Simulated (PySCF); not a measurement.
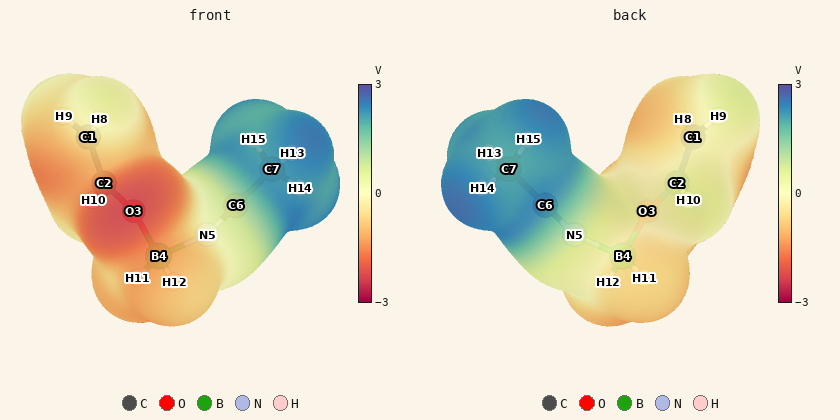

Figure. C4H8BNO (SMILES C=CO[BH2-][N+]#CC). The electrostatic potential painted on the density surface at 0.004 e/bohr³, seen from the front and from behind; the colour scale runs from red (negative) to blue (positive).

Geometry: GFN2-xTB.

All numbers below come from PBE0/pcSseg-1, SCF density, gas phase, non-relativistic (PySCF 2.14.0).

Input file:

```
{"job": {"kind": "nmr", "xc": "PBE0", "basis": "pcSseg-1"}, "charge": 0, "multiplicity": 1}
C     -2.588836     0.344482     0.636773
C     -1.868366    -0.200387    -0.337248
O     -1.036980    -1.225552    -0.149656
B     -0.074164    -1.591506    -1.168826
N      1.113183    -0.628716    -0.892887
C      1.715625     0.213366    -0.396417
C      2.481184     1.253567     0.211582
H     -2.531775    -0.021625     1.646245
H     -3.272662     1.147231     0.434988
H     -1.942534     0.184043    -1.355767
H     -0.386339    -1.354808    -2.296482
H      0.360821    -2.674435    -0.965697
H      2.787293     0.944863     1.211315
H      3.366802     1.462165    -0.388716
H      1.872335     2.155301     0.283225
```

Launched as:

```sh
OMP_NUM_THREADS=1 python probes_run.py task.json out
```

**Describe the electrostatic potential map.**

The most negative region (about −2.3 V) lies over O3, the most positive (about +2.6 V) over H14. O3 is the likeliest acceptor of a hydrogen bond.

**How polar is the molecule by this calculation?**

Its dipole moment is 7.78 D.
